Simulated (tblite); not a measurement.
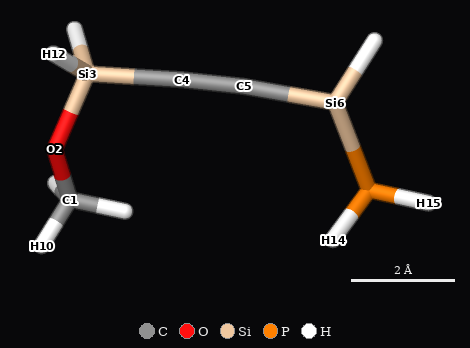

The input geometry (stick view, seen at a tilt; atoms are numbered from 1 in the order of the input).

**C₃H₈OPSi₂: frequency calculation**

C₃H₈OPSi₂, multiplicity 2, SMILES CO[SiH2]C#C[SiH]P, computed with GFN2-xTB harmonic vibrations, gas phase (tblite 0.8.0).

It belongs to a series of runs on one base structure; here: H removed from Si.

### Input file
```
{"job": {"kind": "ir", "xc": "GFN2-xTB", "basis": "xTB"}, "charge": 0, "multiplicity": 2}
C      2.257562    -1.433033     0.519922
O      2.350521    -0.249961     1.249096
Si     1.200955     0.547439     2.073742
C     -0.250266     0.908994     0.972655
C     -1.202146     1.048329     0.227909
Si    -2.504535     1.375715    -1.021842
P     -2.669596    -0.327076    -2.455116
H      2.054667    -2.281387     1.178973
H      1.459228    -1.371957    -0.224686
H      3.210035    -1.595223     0.012730
H      0.679490    -0.239416     3.199547
H      1.952489     1.740100     2.433480
H     -3.791629     1.623507    -0.355643
H     -1.430648    -0.133198    -3.043893
H     -3.320542     0.395157    -3.443477
```

The first line tells a small driver script what to run in tblite; the rest is the geometry in Å.

Machine: 1 CPU thread, shared host.

Command:
```bash
OMP_NUM_THREADS=1 python <driver script> task.json out
```

### The program's output
```
mode    cm-1     km/mol
  1      15.4      2.00
  2      29.2      0.67
  3      69.5      1.87
  4      71.0      5.85
  5      91.4      0.10
  6     110.9      0.12
  7     155.4     10.67
  8     190.6     12.32
  9     239.1     11.80
 10     264.2      1.68
 11     332.6     14.61
 12     413.2     41.53
 13     427.1     30.54
 14     491.3      9.20
 15     518.7    124.98
 16     574.6    138.20
 17     609.0     32.83
 18     703.6     15.53
 19     719.1    195.65
 20     727.3     45.57
 21     755.7    321.32
 22     780.3    270.19
 23     875.8    267.58
 24    1136.3      2.36
 25    1139.2     11.91
 26    1142.2     51.62
 27    1160.2    140.78
 28    1421.2      0.13
 29    1485.2      2.43
 30    1489.8      1.91
 31    2164.6    288.39
 32    2183.0    194.38
 33    2192.0    285.22
 34    2281.4     92.11
 35    2322.3    310.57
 36    2368.6    147.43
 37    2943.3     42.11
 38    2956.2     30.93
 39    2987.0     30.90
```

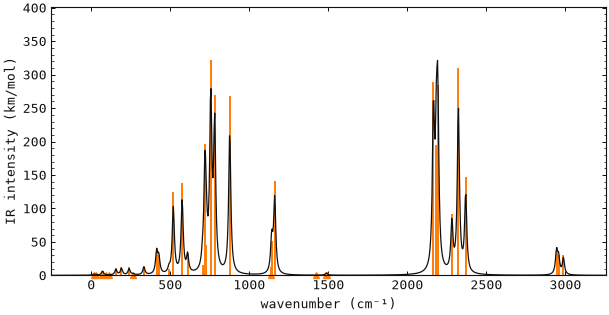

Harmonic infrared spectrum, unscaled: sticks (degenerate modes added up, dark ones marked on the axis) with a Lorentzian envelope of 16 cm⁻¹ full width, scaled to the tallest stick. 39 modes from 15 to 2987 cm⁻¹, none imaginary. The strongest line is at 756 cm⁻¹ (321 km/mol).

### Key numbers

| quantity | value |
| --- | --- |
| outcome | converged |
| total energy | −556.9685 eV |
| zero-point energy | 57.9510 kcal/mol |
| wall time | 0.98 s |
| peak memory | 0.18 GiB |
